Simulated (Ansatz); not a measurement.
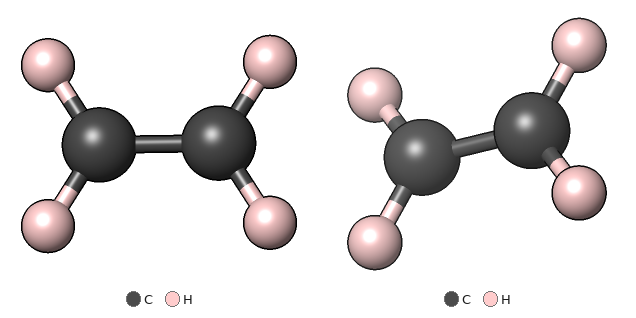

Two views of one molecule.

Description:

The molecule is C2H4. The point group is D2h. All atoms lie on one plane. Coordination: 2 C trigonal planar.

The parts below concern this one geometry. Atoms keep their numbers from picture to picture. Computed geometry: PBE0-D4/def2-TZVP optimisation.

## Electronic properties

Properties computed with RKS PBE0-D4/def2-TZVPP (Ansatz 0.2.0).

Predict the main results.

- HOMO energy (Kohn–Sham orbital): −7.91 eV
- LUMO energy (Kohn–Sham orbital): 0.13 eV
- HOMO–LUMO gap: 8.04 eV

## Thermal motion

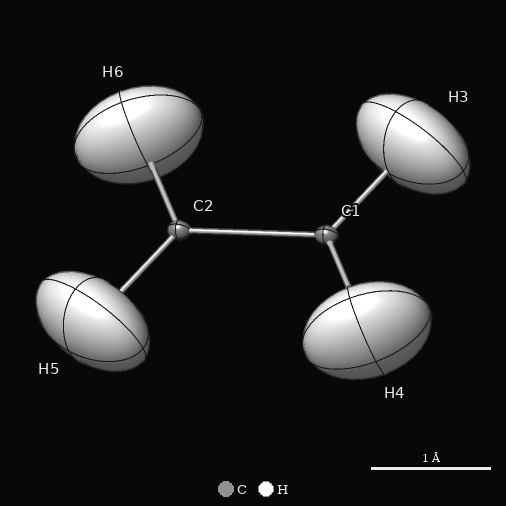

Displacement ellipsoids at the 50 % level, enlarged 3 times, from the internal vibrations of the free molecule (harmonic, no overall translation or rotation; no half-axis is drawn under 0.075 Å). Vibrations computed with RKS PBE0-D4/def2-TZVP (Ansatz 0.2.0). Temperature: 600 K.

List U_eq and the three principal root-mean-square amplitudes for each kind of atom.

| atom | U_eq (Å²) | rms amplitudes (Å) |
| --- | --- | --- |
| C1, C2 | 0.00042 | 0.018, 0.021, 0.022 |
| H3, H4, H5, H6 | 0.0106 | 0.071, 0.111, 0.121 |

## Charges

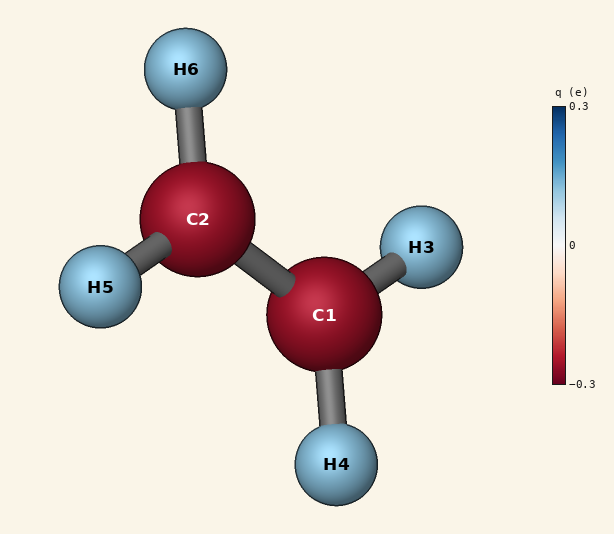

Atoms are coloured by their Mulliken charges. Level of theory: RKS PBE0-D4/def2-TZVP (Ansatz 0.2.0).

List the Mulliken charges.

```
atom  value (e)
  C1      −0.25
  C2      −0.25
  H3       0.13
  H4       0.13
  H5       0.13
  H6       0.13
```

Mulliken values depend strongly on the basis set and can even reverse the polarity of a bond.
